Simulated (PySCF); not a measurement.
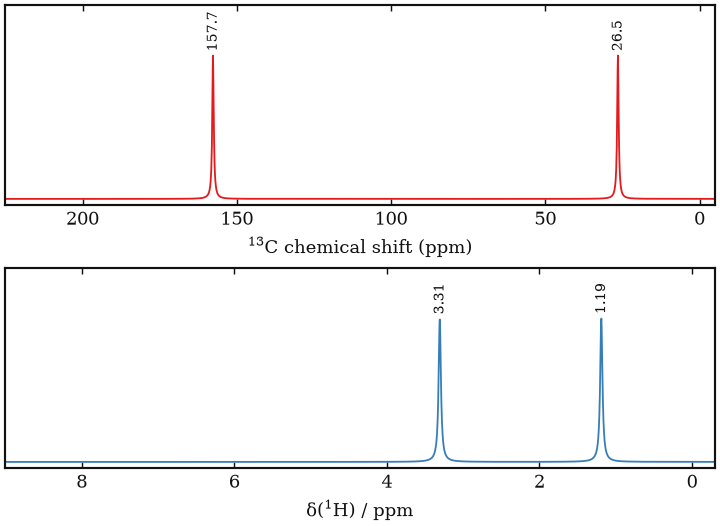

GIAO shifts, PBE0/pcSseg-1 with PySCF, at a PBE0-D3(BJ)/def2-SVP geometry (no frequency check), against TMS for ¹³C and TMS for ¹H computed at the same level. Gas phase, fully decoupled, line heights follow the number of nuclei, widths are arbitrary (no quadrupolar broadening); values of one conformer, averaged over methyl-type rotors and exact or near symmetry.

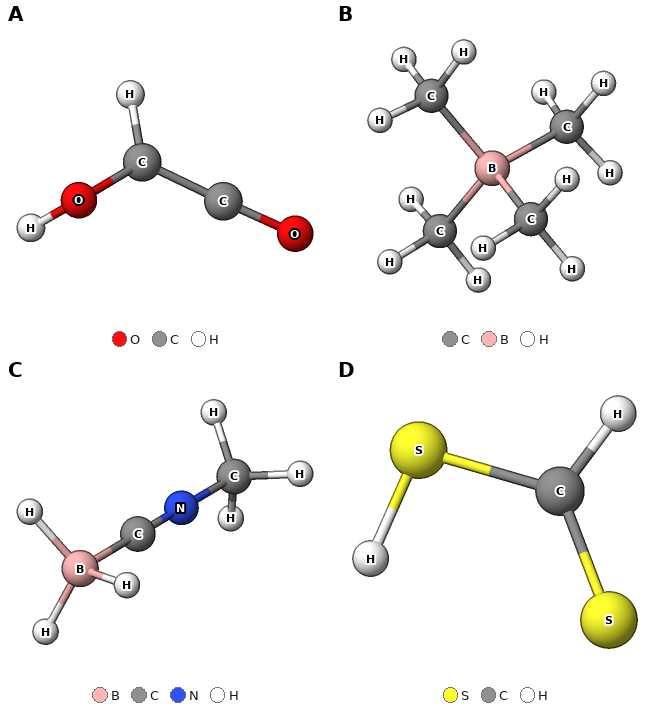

**Which structure fits the spectrum? Choose among the lettered structures. Charge and spin: A neutral singlet; B −1 singlet; C neutral singlet; D neutral singlet.**

Structure C, C₂H₆BN, SMILES [BH3-]C#[N+]C. Its ¹³C signals: 157.7 (1 C), 26.5 (1 C) ppm. Its ¹H signals: 3.31 (3 H), 1.19 (3 H) ppm.
